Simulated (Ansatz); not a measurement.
# InSe (R3m): a many-body input that goes wrong, and its mend

What is wrong with this input for InSe (R3m)?

Main program and level: Ansatz 0.2.0; G0W0 on r2SCAN, plane waves, PAW.

The database entry behind the starting cell differs from later determinations by our own check (c about 1.5 % long), so it need not match the best structure at ambient conditions.

### 1. The structure

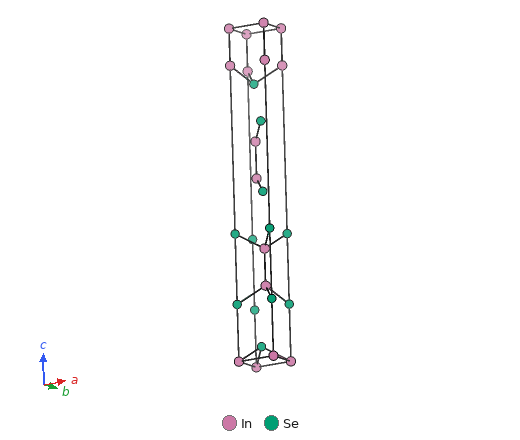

Start, viewed from a free direction; indium pink, selenium teal. This picture shows the conventional cell, with its axes. Bonds to atoms that aren't drawn are left out. Some periodic images of atoms are drawn too.

The cell and positions come from the Crystallography Open Database and are kept as given unless a step says otherwise. The default PAW set here is soft_2. Its files were made with PBE.

### 2. First try

File input.yaml:

```yaml
crystal:
  lattice:
    - [2.0, 1.1547005384, 8.44]
    - [-2.0, 1.1547005384, 8.44]
    - [0.0, -2.3094010768, 8.44]
  atoms:
    - { symbol: In, position: [0.0, 0.0, 0.0] }
    - { symbol: In, position: [0.1114, 0.1114, 0.1114] }
    - { symbol: Se, position: [0.6165, 0.6165, 0.6165] }
    - { symbol: Se, position: [0.8281, 0.8281, 0.8281] }
kpoints:
  mp_grid: { grid: [1, 1, 1] }
hamiltonian:
  xc: r2scan
scf:
  occupations: { method: fixed }
gw:
  n_empty_bands: 190
  ecut_chi: 80
  qp_bands: [v2, c2]
  qp_kpoints: band_edges
  screening: { model: contour_deformation }
```

On the command line:

```console
$ ansatz run input.yaml --threads 3 --pin off --max-ram 92160MiB --backend cuda --events-out ev --progress --plain --runs-dir out --devices 1 --max-vram 13GiB
```

Numbers of over 12 decimals in the logs are rounded to 6 here.

Log:

```text
GPUs: using 1 of 1 available (devices: 1).
Engine: ansatz 0.2.0, x86_64-unknown-linux-gnu
Pseudopotentials: kind: paw
Pseudopotential: In, paw, valence charge 13, recommended cutoff 500 eV (meta_gga), In.paw.azcp
Pseudopotential: Se, paw, valence charge 16, recommended cutoff 500 eV (meta_gga), Se.paw.azcp
Functional definition: r2SCAN
  parameter k0 = 0.174
  parameter k1 = 0.065
  parameter a1 = 4.9479
  exchange = r2scan_x(k0 = k0, k1 = k1, a1 = a1)
  correlation = r2scan_c
device memory: the entry about to start is reckoned to put 2.1 GiB on a device that reports 46.6 GiB free (of which the cap on the GPU budget leaves the run 13.0 GiB)
GPU FFT provider: cuFFT
GPU libraries: cuBLAS 13.8.2, cuFFT 12.4.0, cuSOLVER 12.3.4
Crystal: 4 atoms, lattice volume = 116.948 Å³
Basis set: ecut = 500 eV, 2965 PW (Γ), exchange–correlation on 256×256×256 points (64 copies of the dense FFT grid, shifted against one another)
Bands: 35, of which v1, the nominal top of the filled ones, is band 29 counted from 1 (28 counted from 0)
Symmetry: 6 space group operations
Space group: R3m (ITA 160), of the structure as read, at distance tolerance 4.9e-5 Å
k-points: 1
Non-local potential: In, projectors of the file, l = 0: 2, l = 1: 2, l = 2: 2, l = 3: 2
Non-local potential: Se, projectors of the file, l = 0: 2, l = 1: 2, l = 2: 3, l = 3: 1
PAW form: soft (Blöchl's): semilocal exchange-correlation on the pseudo side does not see the compensation charge
PAW frozen core: In, regenerated for the run's functional (the file was generated under x = pbe(κ = 0.804, μ = 0.219515), c = pbe(β = 0.066725))
PAW frozen core: Se, regenerated for the run's functional (the file was generated under x = pbe(κ = 0.804, μ = 0.219515), c = pbe(β = 0.066725))
PAW one-centre angular grid: In, 590 points (default); XC on 289 of its mesh's 2783 points in the sphere
PAW one-centre angular grid: Se, 590 points (default); XC on 160 Gauss nodes
Initial density: superposition of atomic densities (neutral atoms: chi_scale 0, normalization atom), corrected by the library's trained network
Initial wavefunctions: pseudopotential atomic-orbital guess
GPU buffer pool allocated for 262144 grid points (all kernels)
GPU transforms: local potential and band sums: pruned to the plane-wave sphere, on 64×64×64
Functional: x = r2scan, c = r2scan; τ floored in thin density (d = 2e-4 eV/Å³)
SCF iter   1: F=—  HF=-22172.483414 eV  |F-HF|=—  |Δ(HF+E_count)|=         —  Δρ=4.24e-2  dr2=4.35e0  dr2_τ=1.16e-1  ethr=1.77e-3  ⟨swp⟩=5.0  Hψ=127  notcnv=0  defer=4
preconditioner: auto → Resta (q_TF=auto, 2.427 Å⁻¹)  ε∞=3.1  [insulator: Δε(μ)=3.320 eV  Ē_g=14.590 eV  n_scr=30 (ndim 8)  ℏωp=21.2 eV  f_vac=0.087  ε∞_Penn≈3.1]
SCF iter   2: F=—  HF=-22171.773173 eV  |F-HF|=—  |Δ(HF+E_count)|=   7.10e-1  Δρ=2.00e-2  dr2=4.62e-1  dr2_τ=1.97e-2  ethr=1.77e-3  ⟨swp⟩=4.0  Hψ=68  notcnv=0  defer=4
SCF iter   3: F=—  HF=-22171.778690 eV  |F-HF|=—  |Δ(HF+E_count)|=   5.52e-3  Δρ=7.81e-3  dr2=6.89e-2  dr2_τ=2.07e-3  ethr=7.96e-4  ⟨swp⟩=3.0  Hψ=74  notcnv=0  defer=4
SCF iter   4: F=—  HF=-22171.800496 eV  |F-HF|=—  |Δ(HF+E_count)|=   2.18e-2  Δρ=2.02e-3  dr2=5.05e-3  dr2_τ=1.65e-4  ethr=1.19e-4  ⟨swp⟩=2.0  Hψ=44  notcnv=0  defer=4
SCF iter   5: F=—  HF=-22171.804126 eV  |F-HF|=—  |Δ(HF+E_count)|=   3.63e-3  Δρ=5.54e-4  dr2=5.49e-4  dr2_τ=1.99e-5  ethr=8.71e-6  ⟨swp⟩=2.0  Hψ=64  notcnv=0  defer=4
SCF iter   6: F=—  HF=-22171.804760 eV  |F-HF|=—  |Δ(HF+E_count)|=   6.34e-4  Δρ=1.70e-4  dr2=5.11e-5  dr2_τ=1.13e-6  ethr=9.47e-7  ⟨swp⟩=2.0  Hψ=64  notcnv=0  defer=4
SCF iter   7: F=—  HF=-22171.804825 eV  |F-HF|=—  |Δ(HF+E_count)|=   6.50e-5  Δρ=5.06e-5  dr2=3.07e-6  dr2_τ=4.69e-7  ethr=8.81e-8  ⟨swp⟩=2.0  Hψ=54  notcnv=0  defer=4
SCF iter   8: F=—  HF=-22171.804828 eV  |F-HF|=—  |Δ(HF+E_count)|=   3.29e-6  Δρ=1.45e-5  dr2=4.26e-7  dr2_τ=1.63e-8  ethr=5.29e-9  ⟨swp⟩=2.0  Hψ=52  notcnv=0  defer=4
SCF iter   9: F=-22171.804828 eV  HF=-22171.804828 eV  |F-HF|=4.55e-8  |Δ(HF+E_count)|=   5.87e-7  Δρ=5.00e-6  dr2=5.82e-8  dr2_τ=2.02e-9  ethr=1.72e-10  ⟨swp⟩=10.0  Hψ=164  notcnv=0
SCF 1 converged in 9 iterations: F = -22171.804828 eV  dr2 = 5.82e-8
[...]
device memory: the entry about to start is reckoned to put 2.2 GiB on a device that reports 48.6 GiB free (of which the cap on the GPU budget leaves the run 13.0 GiB)
NSCF: frozen V_eff on 1 k-points
[...]
device memory: the entry about to start is reckoned to put 0.9 GiB on a device that reports 48.6 GiB free (of which the cap on the GPU budget leaves the run 13.0 GiB)
NSCF: frozen V_eff on 1 k-points
G₀W₀ screening: q 1/1
G₀W₀ self-energy: k 1/1
device memory: the entry about to start is reckoned to put 0.8 GiB on a device that reports 48.5 GiB free (of which the cap on the GPU budget leaves the run 13.0 GiB)
NSCF: frozen V_eff on 1 k-points
device memory: the entry about to start is reckoned to put 0.8 GiB on a device that reports 48.5 GiB free (of which the cap on the GPU budget leaves the run 13.0 GiB)
NSCF: frozen V_eff on 1 k-points
device memory: the entry about to start is reckoned to put 0.8 GiB on a device that reports 48.0 GiB free (of which the cap on the GPU budget leaves the run 13.0 GiB)
NSCF: frozen V_eff on 1 k-points
device memory: the entry about to start is reckoned to put 0.8 GiB on a device that reports 47.9 GiB free (of which the cap on the GPU budget leaves the run 13.0 GiB)
NSCF: frozen V_eff on 1 k-points
device memory: the entry about to start is reckoned to put 0.8 GiB on a device that reports 47.8 GiB free (of which the cap on the GPU budget leaves the run 13.0 GiB)
NSCF: frozen V_eff on 1 k-points
device memory: the entry about to start is reckoned to put 0.8 GiB on a device that reports 47.3 GiB free (of which the cap on the GPU budget leaves the run 13.0 GiB)
NSCF: frozen V_eff on 1 k-points
device memory: the entry about to start is reckoned to put 0.8 GiB on a device that reports 44.9 GiB free (of which the cap on the GPU budget leaves the run 13.0 GiB)
NSCF: frozen V_eff on 1 k-points
device memory: the entry about to start is reckoned to put 0.8 GiB on a device that reports 44.8 GiB free (of which the cap on the GPU budget leaves the run 13.0 GiB)
NSCF: frozen V_eff on 1 k-points
SCF converged after 9 iterations
Free energy (F): -22171.804828 eV
Harris-Foulkes:  -22171.804828 eV  (|F-HF|=4.55e-8)
Internal energy: -22171.804828 eV  (E = F + TS)
E sigma→0 (E₀):  -22171.804828 eV
Fermi energy:    6.619729 eV
--- Per-component energies (eV) ---
  E_band       = -906.114409
  E_kinetic    = 742.715734
  E_local      = -7965.947579  (includes V_loc(G=0)·N_el)
  E_nonlocal   = -455.371116
  E_hartree    = 3693.119264
  E_xc         = -601.611051
  E_vxc        = -429.050470  (∫ρ·V_xc dr)
  E_paw        = -12218.907415  (= ΣΔE_a)
  E_vpaw       = -209.932400  (= ΣTr[D̂ρ^β])
  E_aug_tail   = -0.000401  (compensation charges beyond the density's cutoff)
  E_vtau       = 25.234217  (kinetic-family band-sum trace: ∫τ·v_τ [+ j·A + Jᵃ·Aᵃ] dr)
  E_ewald      = -5364.203816
  E_core_change = -1.598449  (= ΣΔE_core)
  E_smearing   = -0.000000  (= −TS)
  E_closure    = -0.000000  (closes the sum)
  Σ components = -22171.804828   (vs F -22171.804828, Δ=0.00e0)
--- Band table (eV) ---
  k-point 0: bands = [... 25 lower, 6.5773, 6.5773, 6.6197, 6.6197, 9.5975, 9.9560, 11.6677, 11.6677, ... 2 higher]
--- G₀W₀: contour deformation, 6 samples at zero and on the imaginary axis and 0 off it, 1 q-point, 190 empty bands' worth ---
  eigenvalues of the whole cell's RPA ε∞ on this k-mesh (on a slab, of 1 + 4πα/V) = 2.5224, 22.3824, 22.3824; static W/v taken at q = 0 is -0.271210
  gw.qp_kpoints: band_edges: 1 of 1 stored k-point solved, in 1 pass; an edge of the gap read off the rows below is read off those points alone
    ik  band        ε_KS         Σx   Σc(E_QP)       V_xc       Z   E_QP_lin       E_QP  E_QP is
     0    28      6.6197   -19.8746     4.4541   -15.9145  0.6850     7.1075     7.1137  root
     0    29      6.6197   -19.8746     4.4541   -15.9145  0.6850     7.1075     7.1137  root
     0    30      9.5975    -9.5287    -5.2583   -14.1852  0.7162     9.0017     8.9957  root
     0    31      9.9560    -7.0387    -5.8960   -12.0710  0.7237     9.1074     9.0923  root
```

Elapsed: 12 s, on 1 × NVIDIA H100 80GB HBM3 (shared by 6 runs) with 3 threads of AMD EPYC 7R13 (Zen 3), shared host; peak memory 1.7 GiB.

**What went wrong?**

The run ended normally, though the input holds a fault or crude settings.

The fault: G0W0 on a mesh far too coarse. So few points can't sample the density or the screening, and the band edges may lie elsewhere in the zone.

It printed a gap of 1.88 eV, which is an artefact of the settings.

### 3. A better input

Now the one-shot GW correction: screening in the RPA, then the self-energy of the levels asked for.

input.yaml: that of step 2 with these lines changed.

```diff
@@ -11,3 +11,3 @@
 kpoints:
-  mp_grid: { grid: [1, 1, 1] }
+  mp_grid: { grid: [4, 4, 4] }
 hamiltonian:
@@ -17,4 +17,4 @@
 gw:
-  n_empty_bands: 190
-  ecut_chi: 80
+  n_empty_bands: 349
+  ecut_chi: 120
   qp_bands: [v2, c2]
```

Log:

```text
GPUs: using 1 of 1 available (devices: 1).
[...]
GPU FFT provider: cuFFT
GPU libraries: cuBLAS 13.8.2, cuFFT 12.4.0, cuSOLVER 12.3.4
Crystal: 4 atoms, lattice volume = 116.948 Å³
Basis set: ecut = 500 eV, 2965 PW (Γ), exchange–correlation on 256×256×256 points (64 copies of the dense FFT grid, shifted against one another)
Bands: 35, of which v1, the nominal top of the filled ones, is band 29 counted from 1 (28 counted from 0)
[... 1 set-up line as in the run before ...]
[...]
k-points: 13 of 64 (time reversal used)
[...]
GPU buffer pool allocated for 262144 grid points (all kernels)
[...]
SCF iter   1: F=—  HF=-22182.513806 eV  |F-HF|=—  |Δ(HF+E_count)|=         —  Δρ=6.19e-3  dr2=3.79e-2  dr2_τ=1.63e-2  ethr=1.77e-3  ⟨swp⟩=5.0  Hψ=1636  notcnv=0  defer=52
[...]
1    28      5.2313   -17.6798     1.8643   -15.3716  0.7576     4.7828     4.7874  root
     1    29      6.0258   -15.7995     1.3063   -14.0203  0.7680     5.5477     5.5530  root
     1    30      9.4079    -7.7182    -3.7299   -11.5787  0.7953     9.5388     9.5385  root
     1    31      9.6048    -9.7495    -3.8090   -13.8096  0.7832     9.8571     9.8559  root
     2    28      4.7376   -17.2834     1.9977   -14.8170  0.7513     4.2631     4.2690  root
     2    29      5.3410   -15.5083     1.4290   -13.5842  0.7644     4.8403     4.8459  root
     2    30      8.5521    -7.7342    -3.3849   -11.1958  0.8006     8.6288     8.6288  root
     2    31      9.3540    -9.6547    -3.7942   -13.6887  0.7838     9.5950     9.5938  root
[...]
12    28      5.8666   -18.3293     1.7385   -16.1895  0.7635     5.4622     5.4653  root
    12    29      7.0613   -16.3134     0.8499   -15.0772  0.7786     6.6735     6.6751  root
    12    30      7.9252   -10.1624    -3.3090   -13.6002  0.8012     8.0541     8.0540  root
    12    31      9.6901    -8.0609    -4.0084   -12.2070  0.7941     9.8280     9.8277  root
[key lines of the parts left out:]
SCF converged after 7 iterations
Free energy (F): -22182.526813 eV
Fermi energy:    7.061300 eV
```

Elapsed: 59 s, on 1 × NVIDIA H100 80GB HBM3 (shared by 6 runs) with 3 threads; peak memory 2.3 GiB.

This step gave:

- bands summed: 378
- RPA ε∞ on this mesh (eigenvalues): 7.956, 7.956, 10.49
- plane waves in the screening matrix: 363
- q-points in the mesh: 64
- G0W0 gap on the mesh: 1.379 eV
- k of the valence top: -0.5, -0.5, -0.5
- k of the conduction bottom: -0.5, -0.5, -0.5
- starting gap on the mesh: 0.8639 eV
- Z at the valence top: 0.7786
- Z at the conduction bottom: 0.8012
- least direct G0W0 gap on the computed points: 1.379 eV

The gap on the mesh goes from 0.86 eV to 1.38 eV, a correction of +0.52 eV. Between the two edge states, bare exchange in place of the xc potential would open the gap by 4.67 eV, and correlation takes back 4.16 eV.

### 4. What came out

```json
{
 "first try": "converged after 12 s",
 "better run": "G0W0 gap on the mesh 1.38 eV (4×4×4 mesh, 349 empty bands, screening to 120 eV)"
}
```

What this shows: The second run differs in: mesh, empty bands and screening cutoff (eV). Bands and cutoff are finite, so the gap is not at the basis limit. The miss can reach some tenths of an eV and take either sign; the mesh is an error of its own. The many-body steps are scalar-relativistic: spin-orbit coupling is not in them.

[Paths, hosts, dates, memory and timing lines, banners, echoed tables and standing remarks are left out of the program output.]

[Logs are printed without paths, hosts, clocks, repeated set-up lines and the standing remarks that a program may print on its own settings, such as how far it seeks lower states.]

[Runs of the session that timed out or met a known fault of the program may be left out.]

[Cells called generated may have been cut or substituted from an entry of the Crystallography Open Database or the Materials Project.]

[Hosts, paths, dates, database ids (printed as entryN), source tags and the programs' standing remarks are cut or masked in the printed files.]
